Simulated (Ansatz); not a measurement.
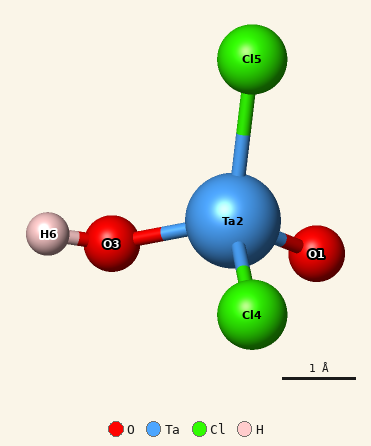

*The structure as given in the input (ball-and-stick view, seen at a tilt; atoms are numbered from 1 in the order of the input). Sticks mark near contacts.*

Bond lengths as drawn: Cl–Ta 2.30 Å, H–O 0.96 Å and O–Ta 1.71 to 1.89 Å.

# Molecular dynamics, with input and output: TaHCl$_{2}$O$_{2}$

- system: TaHCl$_{2}$O$_{2}$
- method: RKS PBE-d3bj/def2-SVP (Ansatz 0.2.0)

The geometry comes from this level: PBE0-D4/def2-TZVP. Figures and captions count atoms from 1; the log counts them from 0 in places.

## Input
```yaml
crystal:
  periodic: [false, false, false]
  atoms:
    - {symbol: O, position_ang: [-1.857222, -0.684780, 0.318767]}
    - {symbol: Ta, position_ang: [-0.390016, 0.053216, -0.143981]}
    - {symbol: O, position_ang: [0.934618, -0.771514, 0.917319]}
    - {symbol: Cl, position_ang: [-0.019052, -0.340808, -2.376432]}
    - {symbol: Cl, position_ang: [-0.508744, 2.305561, 0.291377]}
    - {symbol: H, position_ang: [1.882417, -0.625676, 0.946751]}
basis:
  gaussian: {orbitals: def2-SVP}
hamiltonian: {xc: {name: PBE}, dispersion: d3bj}
md: {timestep: 1 fs, n_steps: 20, ensemble: nve, temperature: 700, initial_velocities: maxwell_boltzmann, seed: 366}
```

Hardware: 4 threads of Arm Neoverse V2, 23 GiB of memory available, shared host.

Launched with:
```bash
ansatz run in.yaml --threads 4 --pin off --events-out ev --progress --plain --max-ram 10444MiB
```

## The program's output
```
Functional definition: PBE
  name "PBE"
  cite "Perdew, Burke & Ernzerhof, Phys. Rev. Lett. 77, 3865 (1996) doi:10.1103/PhysRevLett.77.3865"
  parent pbe
  parameter kappa = 0.804
  parameter beta = 0.06672455060314922
  exchange = pbe_x(kappa = kappa, mu = beta*pi^2/3)
  correlation = pbe_c(beta = beta)
1038 factors; their error is unknown
mean field evaluation 1: about -30675.5665 eV, gradient 8.9e1 eV
mean field evaluation 2: about -30387.4452 eV, gradient 3.1e2 eV
mean field evaluation 4: about -30688.1088 eV, gradient 2.8e1 eV
mean field evaluation 8: about -30690.0460 eV, gradient 3.9e-1 eV
mean field evaluation 16: about -30689.9944 eV, gradient 5.9e-4 eV
mean field -30689.99438771 eV, -1127.8364913232 hartree, gradient 3.6e-5 eV, S^2 0.000000; 0 other end points of the search recorded, 0 dependent functions left out
the calculation of the forces begins
reference -30689.99444700 eV, -1127.8364935019 hartree; 32, 32 occupied and 69, 69 virtual orbitals, 1038 factors
md step     0: t =     0.00 fs  T =   700.0 K  F+E_penalty+E_count = -30690.15510282 eV  E_kin = 0.361928 eV  conserved = -30689.79317483 eV  (31 SCF iters)
these checks for a lower state are left out or cut short: starts, cluster_reference, orbital_swaps, neighbouring_geometries, increment
1038 factors; their error is unknown
mean field -30690.00789207 eV, -1127.8369875990 hartree, gradient 1.4e-5 eV, S^2 0.000000; 0 other end points of the search recorded, 0 dependent functions left out
[... from here on the field's lines of each further geometry are left out, up to the last ...]
md step     1: t =     1.00 fs  T =   724.5 K  F+E_penalty+E_count = -30690.16839689 eV  E_kin = 0.374597 eV  conserved = -30689.79380021 eV  (33 SCF iters, 3 dispersion substeps)
md step     2: t =     2.00 fs  T =   739.6 K  F+E_penalty+E_count = -30690.17644166 eV  E_kin = 0.382413 eV  conserved = -30689.79402904 eV  (32 SCF iters, 3 dispersion substeps)
md step     3: t =     3.00 fs  T =   739.3 K  F+E_penalty+E_count = -30690.17585623 eV  E_kin = 0.382228 eV  conserved = -30689.79362849 eV  (32 SCF iters, 3 dispersion substeps)
md step     4: t =     4.00 fs  T =   732.9 K  F+E_penalty+E_count = -30690.17226635 eV  E_kin = 0.378915 eV  conserved = -30689.79335171 eV  (33 SCF iters, 3 dispersion substeps)
md step     5: t =     5.00 fs  T =   727.4 K  F+E_penalty+E_count = -30690.16972579 eV  E_kin = 0.376103 eV  conserved = -30689.79362241 eV  (33 SCF iters, 3 dispersion substeps)
md step     6: t =     6.00 fs  T =   716.1 K  F+E_penalty+E_count = -30690.16430275 eV  E_kin = 0.370274 eV  conserved = -30689.79402866 eV  (33 SCF iters, 3 dispersion substeps)
md step     7: t =     7.00 fs  T =   689.3 K  F+E_penalty+E_count = -30690.15025174 eV  E_kin = 0.356403 eV  conserved = -30689.79384877 eV  (33 SCF iters, 3 dispersion substeps)
md step     8: t =     8.00 fs  T =   651.8 K  F+E_penalty+E_count = -30690.13026405 eV  E_kin = 0.337009 eV  conserved = -30689.79325524 eV  (33 SCF iters, 3 dispersion substeps)
md step     9: t =     9.00 fs  T =   617.7 K  F+E_penalty+E_count = -30690.11259690 eV  E_kin = 0.319354 eV  conserved = -30689.79324248 eV  (31 SCF iters, 3 dispersion substeps)
md step    10: t =    10.00 fs  T =   587.8 K  F+E_penalty+E_count = -30690.09763035 eV  E_kin = 0.303938 eV  conserved = -30689.79369269 eV  (32 SCF iters, 3 dispersion substeps)
md step    11: t =    11.00 fs  T =   552.5 K  F+E_penalty+E_count = -30690.07931244 eV  E_kin = 0.285655 eV  conserved = -30689.79365710 eV  (32 SCF iters, 3 dispersion substeps)
md step    12: t =    12.00 fs  T =   512.3 K  F+E_penalty+E_count = -30690.05804983 eV  E_kin = 0.264877 eV  conserved = -30689.79317281 eV  (32 SCF iters, 3 dispersion substeps)
md step    13: t =    13.00 fs  T =   479.3 K  F+E_penalty+E_count = -30690.04078027 eV  E_kin = 0.247835 eV  conserved = -30689.79294527 eV  (33 SCF iters, 3 dispersion substeps)
md step    14: t =    14.00 fs  T =   459.6 K  F+E_penalty+E_count = -30690.03086615 eV  E_kin = 0.237615 eV  conserved = -30689.79325089 eV  (31 SCF iters, 3 dispersion substeps)
md step    15: t =    15.00 fs  T =   445.4 K  F+E_penalty+E_count = -30690.02391084 eV  E_kin = 0.230287 eV  conserved = -30689.79362385 eV  (32 SCF iters, 3 dispersion substeps)
md step    16: t =    16.00 fs  T =   428.1 K  F+E_penalty+E_count = -30690.01475547 eV  E_kin = 0.221325 eV  conserved = -30689.79343007 eV  (32 SCF iters, 3 dispersion substeps)
md step    17: t =    17.00 fs  T =   412.7 K  F+E_penalty+E_count = -30690.00633173 eV  E_kin = 0.213366 eV  conserved = -30689.79296592 eV  (32 SCF iters, 3 dispersion substeps)
md step    18: t =    18.00 fs  T =   409.7 K  F+E_penalty+E_count = -30690.00498631 eV  E_kin = 0.211833 eV  conserved = -30689.79315374 eV  (31 SCF iters, 3 dispersion substeps)
md step    19: t =    19.00 fs  T =   414.5 K  F+E_penalty+E_count = -30690.00804905 eV  E_kin = 0.214331 eV  conserved = -30689.79371825 eV  (32 SCF iters, 3 dispersion substeps)
the calculation of the forces begins
reference -30689.85009838 eV, -1127.8311887879 hartree; 32, 32 occupied and 69, 69 virtual orbitals, 1038 factors
1038 factors; their error is unknown
mean field evaluation 192: about -30689.8666 eV, gradient 4.4e0 eV
mean field -30689.85003924 eV, -1127.8311866146 hartree, gradient 2.3e-5 eV, S^2 0.000000; 1 other end points of the search recorded, 0 dependent functions left out
the calculation of the forces begins
reference -30689.85009838 eV, -1127.8311887880 hartree; 32, 32 occupied and 69, 69 virtual orbitals, 1038 factors
md step    20: t =    20.00 fs  T =   413.4 K  F+E_penalty+E_count = -30690.00751508 eV  E_kin = 0.213770 eV  conserved = -30689.79374522 eV  (32 SCF iters, 3 dispersion substeps)
```

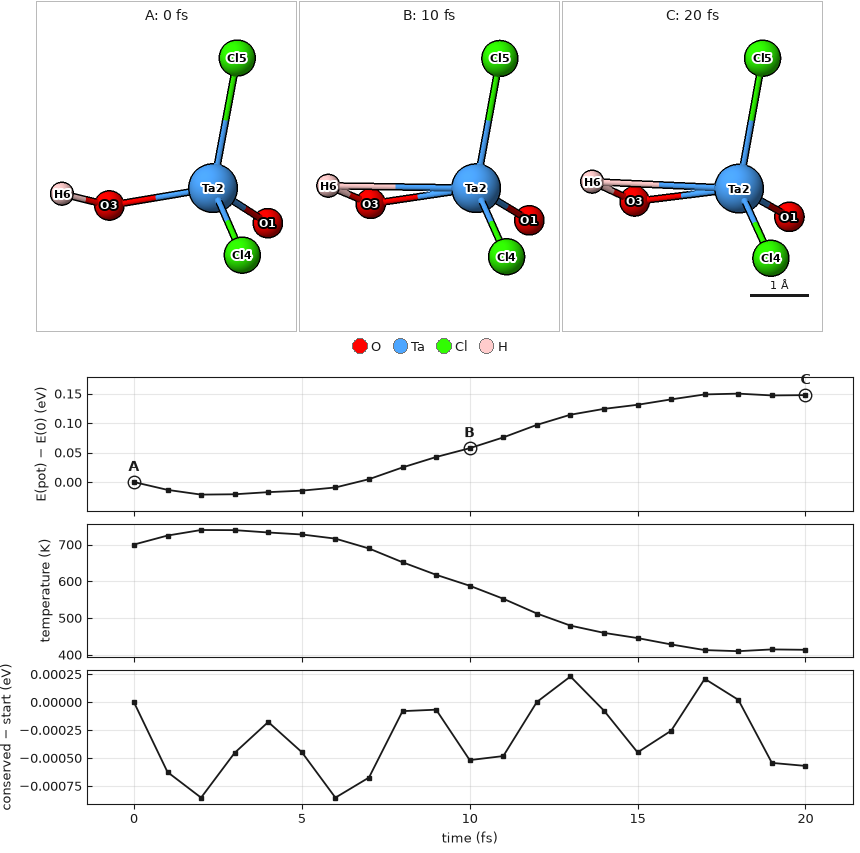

*Frames of the molecular dynamics (ball-and-stick, seen at a tilt) above the curves, on which the letters mark them.*

The trajectory kept here has 21 frames over 20 fs. The temperature starts at 700 K, ranges from 410 to 740 K and averages 465 K over the second half. The potential energy ends 0.148 eV above its first value. The conserved quantity stays within 0.0011 eV. After an unweighted best fit of the last frame on the first, the root-mean-square displacement is 0.13 Å.

```
Total energy: -30690.00757422 eV, -1127.8369759184 hartree
Atom 0 at    -1.831762    -0.635282     0.487440 Å, force     0.381111     0.215992    -0.804827 eV/Å
Atom 1 at    -0.378625     0.054907    -0.168640 Å, force     0.055770    -1.164151     1.298621 eV/Å
Atom 2 at     0.855086    -0.770596     1.125007 Å, force    -0.162679     0.842953    -1.182399 eV/Å
Atom 3 at    -0.027767    -0.353245    -2.482924 Å, force    -0.132903     0.006744     0.664602 eV/Å
Atom 4 at    -0.531001     2.281460     0.350147 Å, force     0.070746     0.324949    -0.053376 eV/Å
Atom 5 at     1.785106    -0.444385     1.077989 Å, force    -0.212045    -0.226487     0.077379 eV/Å
Dipole moment:     0.643063     0.190058    -0.059542 e Å
```

## Trajectory as extended XYZ (Å, eV, eV/Å), 21 frames, from step=0 to step=20
```
6
Properties=species:S:1:pos:R:3:forces:R:3 step=0 time_fs=0.0 energy=-30690.15510 temperature=700.0
O    -1.8572   -0.6848    0.3188   -1.1166  -0.5873   0.3776
Ta   -0.3900    0.0532   -0.1440    0.7551   0.5586  -0.4155
O     0.9346   -0.7715    0.9173   -0.4018  -0.3940   0.3170
Cl   -0.0191   -0.3408   -2.3764    0.0442  -0.1017  -0.4176
Cl   -0.5087    2.3056    0.2914   -0.0516   0.4161   0.1043
H     1.8824   -0.6257    0.9468    0.7707   0.1082   0.0341
6
Properties=species:S:1:pos:R:3:forces:R:3 step=1 time_fs=1.0 energy=-30690.16840 temperature=724.5
O    -1.8578   -0.6833    0.3293   -0.9103  -0.4744   0.2833
Ta   -0.3894    0.0537   -0.1456    0.6588   0.3346  -0.2627
O     0.9314   -0.7734    0.9303   -0.1419  -0.2587   0.2224
Cl   -0.0194   -0.3413   -2.3818    0.0338  -0.0956  -0.3575
Cl   -0.5098    2.3032    0.2942   -0.0459   0.4344   0.1010
H     1.8840   -0.6097    0.9509    0.4055   0.0596   0.0135
6
Properties=species:S:1:pos:R:3:forces:R:3 step=2 time_fs=2.0 energy=-30690.17644 temperature=739.6
O    -1.8589   -0.6821    0.3400   -0.6738  -0.3475   0.1760
Ta   -0.3887    0.0542   -0.1472    0.5319   0.0988  -0.0950
O     0.9280   -0.7754    0.9433    0.3068  -0.0764   0.1229
Cl   -0.0198   -0.3418   -2.3873    0.0236  -0.0890  -0.2964
Cl   -0.5110    2.3009    0.2970   -0.0397   0.4504   0.0970
H     1.8894   -0.5931    0.9553   -0.1489  -0.0364  -0.0044
6
Properties=species:S:1:pos:R:3:forces:R:3 step=3 time_fs=3.0 energy=-30690.17586 temperature=739.3
O    -1.8605   -0.6811    0.3508   -0.4174  -0.2114   0.0582
Ta   -0.3881    0.0548   -0.1488    0.3833  -0.1448   0.0859
O     0.9249   -0.7774    0.9565    0.6522   0.1070   0.0071
Cl   -0.0201   -0.3423   -2.3928    0.0135  -0.0817  -0.2336
Cl   -0.5121    2.2988    0.2998   -0.0331   0.4632   0.0922
H     1.8934   -0.5769    0.9596   -0.5984  -0.1322  -0.0098
6
Properties=species:S:1:pos:R:3:forces:R:3 step=4 time_fs=4.0 energy=-30690.17227 temperature=732.9
O    -1.8623   -0.6803    0.3616   -0.1518  -0.0713  -0.0671
Ta   -0.3874    0.0553   -0.1504    0.2213  -0.3914   0.2774
O     0.9221   -0.7794    0.9696    0.7204   0.2503  -0.1245
Cl   -0.0205   -0.3429   -2.3984    0.0033  -0.0738  -0.1689
Cl   -0.5132    2.2968    0.3027   -0.0264   0.4718   0.0865
H     1.8916   -0.5619    0.9637   -0.7669  -0.1857  -0.0034
6
Properties=species:S:1:pos:R:3:forces:R:3 step=5 time_fs=5.0 energy=-30690.16973 temperature=727.4
O    -1.8642   -0.6795    0.3724    0.1127   0.0680  -0.1965
Ta   -0.3866    0.0558   -0.1520    0.0535  -0.6346   0.4745
O     0.9198   -0.7813    0.9827    0.4674   0.3280  -0.2632
Cl   -0.0208   -0.3435   -2.4041   -0.0070  -0.0654  -0.1025
Cl   -0.5143    2.2949    0.3055   -0.0194   0.4762   0.0799
H     1.8826   -0.5487    0.9679   -0.6072  -0.1723   0.0078
6
Properties=species:S:1:pos:R:3:forces:R:3 step=6 time_fs=6.0 energy=-30690.16430 temperature=716.1
O    -1.8660   -0.6786    0.3831    0.3664   0.2013  -0.3260
Ta   -0.3859    0.0563   -0.1536   -0.1129  -0.8668   0.6705
O     0.9177   -0.7829    0.9956   -0.0471   0.3347  -0.3972
Cl   -0.0212   -0.3441   -2.4097   -0.0174  -0.0567  -0.0353
Cl   -0.5155    2.2931    0.3084   -0.0123   0.4768   0.0726
H     1.8677   -0.5372    0.9721   -0.1768  -0.0894   0.0154
6
Properties=species:S:1:pos:R:3:forces:R:3 step=7 time_fs=7.0 energy=-30690.15025 temperature=689.3
O    -1.8676   -0.6777    0.3936    0.6006   0.3237  -0.4516
Ta   -0.3852    0.0567   -0.1551   -0.2707  -1.0800   0.8579
O     0.9157   -0.7844    1.0083   -0.6496   0.2974  -0.5173
Cl   -0.0216   -0.3447   -2.4154   -0.0276  -0.0481   0.0315
Cl   -0.5166    2.2915    0.3114   -0.0051   0.4747   0.0648
H     1.8511   -0.5265    0.9765    0.3524   0.0324   0.0148
6
Properties=species:S:1:pos:R:3:forces:R:3 step=8 time_fs=8.0 energy=-30690.13026 temperature=651.8
O    -1.8688   -0.6765    0.4038    0.8078   0.4310  -0.5694
Ta   -0.3845    0.0570   -0.1566   -0.4128  -1.2674   1.0299
O     0.9132   -0.7856    1.0207   -1.0711   0.2820  -0.6244
Cl   -0.0219   -0.3453   -2.4211   -0.0373  -0.0398   0.0963
Cl   -0.5178    2.2900    0.3143    0.0022   0.4711   0.0568
H     1.8379   -0.5155    0.9810    0.7112   0.1231   0.0108
6
Properties=species:S:1:pos:R:3:forces:R:3 step=9 time_fs=9.0 energy=-30690.11260 temperature=617.7
O    -1.8696   -0.6751    0.4137    0.9828   0.5203  -0.6762
Ta   -0.3838    0.0573   -0.1580   -0.5330  -1.4242   1.1817
O     0.9101   -0.7867    1.0327   -1.0976   0.3580  -0.7285
Cl   -0.0223   -0.3460   -2.4268   -0.0464  -0.0323   0.1582
Cl   -0.5189    2.2886    0.3173    0.0093   0.4668   0.0487
H     1.8315   -0.5033    0.9857    0.6849   0.1114   0.0160
6
Properties=species:S:1:pos:R:3:forces:R:3 step=10 time_fs=10.0 energy=-30690.09763 temperature=587.8
O    -1.8697   -0.6733    0.4231    1.1218   0.5899  -0.7698
Ta   -0.3832    0.0576   -0.1594   -0.6267  -1.5491   1.3113
O     0.9063   -0.7876    1.0442   -0.7585   0.5332  -0.8365
Cl   -0.0227   -0.3466   -2.4324   -0.0550  -0.0254   0.2170
Cl   -0.5201    2.2874    0.3202    0.0163   0.4621   0.0407
H     1.8317   -0.4901    0.9904    0.3021  -0.0108   0.0372
6
Properties=species:S:1:pos:R:3:forces:R:3 step=11 time_fs=11.0 energy=-30690.07931 temperature=552.5
O    -1.8692   -0.6712    0.4321    1.2231   0.6396  -0.8491
Ta   -0.3826    0.0577   -0.1607   -0.6917  -1.6426   1.4188
O     0.9021   -0.7882    1.0553   -0.2944   0.7448  -0.9434
Cl   -0.0231   -0.3473   -2.4379   -0.0632  -0.0192   0.2731
Cl   -0.5212    2.2863    0.3232    0.0231   0.4561   0.0326
H     1.8347   -0.4769    0.9956   -0.1969  -0.1787   0.0680
6
Properties=species:S:1:pos:R:3:forces:R:3 step=12 time_fs=12.0 energy=-30690.05805 temperature=512.3
O    -1.8679   -0.6687    0.4406    1.2858   0.6695  -0.9135
Ta   -0.3820    0.0578   -0.1619   -0.7277  -1.7065   1.5047
O     0.8977   -0.7883    1.0658    0.0481   0.9152  -1.0380
Cl   -0.0235   -0.3479   -2.4434   -0.0714  -0.0136   0.3272
Cl   -0.5223    2.2853    0.3262    0.0295   0.4480   0.0241
H     1.8359   -0.4655    1.0013   -0.5643  -0.3127   0.0955
6
Properties=species:S:1:pos:R:3:forces:R:3 step=13 time_fs=13.0 energy=-30690.04078 temperature=479.3
O    -1.8659   -0.6659    0.4485    1.3094   0.6802  -0.9626
Ta   -0.3815    0.0577   -0.1630   -0.7353  -1.7420   1.5692
O     0.8933   -0.7878    1.0756    0.1340   0.9948  -1.1112
Cl   -0.0240   -0.3486   -2.4488   -0.0798  -0.0084   0.3795
Cl   -0.5235    2.2844    0.3292    0.0356   0.4372   0.0152
H     1.8316   -0.4571    1.0080   -0.6641  -0.3617   0.1098
6
Properties=species:S:1:pos:R:3:forces:R:3 step=14 time_fs=14.0 energy=-30690.03087 temperature=459.6
O    -1.8631   -0.6626    0.4559    1.2937   0.6717  -0.9956
Ta   -0.3810    0.0576   -0.1641   -0.7144  -1.7495   1.6115
O     0.8890   -0.7868    1.0848   -0.0656   0.9667  -1.1583
Cl   -0.0244   -0.3493   -2.4541   -0.0883  -0.0038   0.4302
Cl   -0.5246    2.2837    0.3322    0.0415   0.4236   0.0057
H     1.8211   -0.4521    1.0158   -0.4670  -0.3087   0.1066
6
Properties=species:S:1:pos:R:3:forces:R:3 step=15 time_fs=15.0 energy=-30690.02391 temperature=445.4
O    -1.8595   -0.6589    0.4626    1.2382   0.6438  -1.0115
Ta   -0.3805    0.0573   -0.1651   -0.6641  -1.7281   1.6295
O     0.8847   -0.7851    1.0933   -0.4896   0.8459  -1.1800
Cl   -0.0249   -0.3499   -2.4593   -0.0968   0.0003   0.4786
Cl   -0.5257    2.2831    0.3352    0.0472   0.4079  -0.0041
H     1.8060   -0.4501    1.0246   -0.0348  -0.1697   0.0876
6
Properties=species:S:1:pos:R:3:forces:R:3 step=16 time_fs=16.0 energy=-30690.01476 temperature=428.1
O    -1.8551   -0.6548    0.4688    1.1428   0.5961  -1.0090
Ta   -0.3801    0.0570   -0.1659   -0.5827  -1.6764   1.6211
O     0.8800   -0.7830    1.1011   -0.9705   0.6879  -1.1846
Cl   -0.0254   -0.3506   -2.4643   -0.1052   0.0035   0.5240
Cl   -0.5268    2.2825    0.3382    0.0526   0.3908  -0.0142
H     1.7906   -0.4497    1.0342    0.4630  -0.0020   0.0627
6
Properties=species:S:1:pos:R:3:forces:R:3 step=17 time_fs=17.0 energy=-30690.00633 temperature=412.7
O    -1.8501   -0.6503    0.4743    1.0074   0.5285  -0.9870
Ta   -0.3797    0.0566   -0.1667   -0.4684  -1.5930   1.5840
O     0.8748   -0.7805    1.1081   -1.2549   0.5821  -1.1860
Cl   -0.0260   -0.3513   -2.4692   -0.1131   0.0058   0.5655
Cl   -0.5279    2.2821    0.3412    0.0576   0.3737  -0.0242
H     1.7796   -0.4493    1.0444    0.7714   0.1029   0.0477
6
Properties=species:S:1:pos:R:3:forces:R:3 step=18 time_fs=18.0 energy=-30690.00499 temperature=409.7
O    -1.8444   -0.6456    0.4792    0.8334   0.4413  -0.9449
Ta   -0.3793    0.0561   -0.1674   -0.3216  -1.4782   1.5171
O     0.8689   -0.7776    1.1145   -1.1535   0.5959  -1.1924
Cl   -0.0265   -0.3519   -2.4739   -0.1203   0.0071   0.6025
Cl   -0.5289    2.2818    0.3442    0.0623   0.3571  -0.0340
H     1.7761   -0.4480    1.0550    0.6998   0.0768   0.0517
6
Properties=species:S:1:pos:R:3:forces:R:3 step=19 time_fs=19.0 energy=-30690.00805 temperature=414.5
O    -1.8383   -0.6405    0.4836    0.6231   0.3362  -0.8835
Ta   -0.3790    0.0556   -0.1681   -0.1449  -1.3338   1.4211
O     0.8622   -0.7743    1.1201   -0.7110   0.7112  -1.1963
Cl   -0.0271   -0.3526   -2.4785   -0.1269   0.0073   0.6353
Cl   -0.5300    2.2816    0.3472    0.0666   0.3411  -0.0437
H     1.7792   -0.4459    1.0662    0.2931  -0.0620   0.0670
6
Properties=species:S:1:pos:R:3:forces:R:3 step=20 time_fs=20.0 energy=-30690.00752 temperature=413.4
O    -1.8318   -0.6353    0.4874    0.3811   0.2160  -0.8048
Ta   -0.3786    0.0549   -0.1686    0.0558  -1.1642   1.2986
O     0.8551   -0.7706    1.1250   -0.1627   0.8430  -1.1824
Cl   -0.0278   -0.3532   -2.4829   -0.1329   0.0067   0.6646
Cl   -0.5310    2.2815    0.3501    0.0707   0.3249  -0.0534
H     1.7851   -0.4444    1.0780   -0.2120  -0.2265   0.0774
```

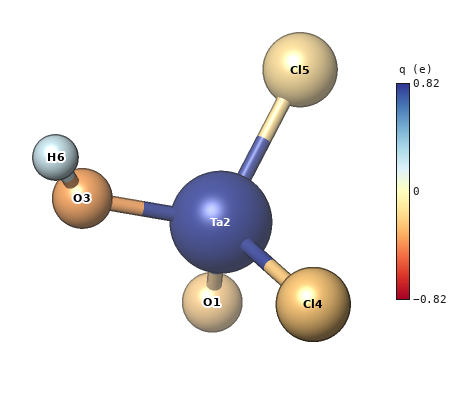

*Mulliken charges, as the colour of each atom (ball-and-stick view, seen at a tilt; atoms are numbered from 1 in the order of the input).*

By element: O −0.35 to −0.24, Ta +0.78, Cl −0.23 to −0.18 and H +0.22 e.

## Results in brief

```tsv
quantity	value
outcome	finished
mean temperature over the second half	465 K
trajectory	20 steps, 20 fs
ensemble	nve
temperature in the input	700 K
time step	1 fs
potential energy (last step)	−30690.0076 eV
mean-field energy (last step)	−30689.8501 eV
dispersion energy (last step)	−0.1575 eV
SCF solution under orbital rotations (last step)	stable
largest force (length of the vector) (last step)	1.745 eV/Å
dipole moment (last step)	3.23 D
wall time	24 s (CPU time 88 s)
peak memory	0.43 GiB
```

## Notes

So short a trajectory is not equilibrated.
